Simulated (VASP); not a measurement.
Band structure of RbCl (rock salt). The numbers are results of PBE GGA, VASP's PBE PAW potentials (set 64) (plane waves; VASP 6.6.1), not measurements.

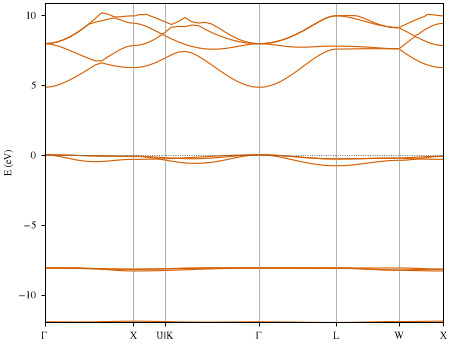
Bands along high-symmetry lines, zero at the valence-band maximum or, without a gap, the Fermi level

Question: Read the plot: is there a gap, and where are the band edges?

Answer: The gap is direct, 4.83 eV, from the valence maximum at Γ to the conduction minimum at Γ. (Edges off the drawn lines would not show.)

Measured: gap 8.50 eV (computed value off by -3.67 eV), as given by Aguado et al., (1998), arXiv:cond-mat/9809176.

The compound is RbCl in the rock salt structure. It was relaxed first, which changed the volume by +6 %.
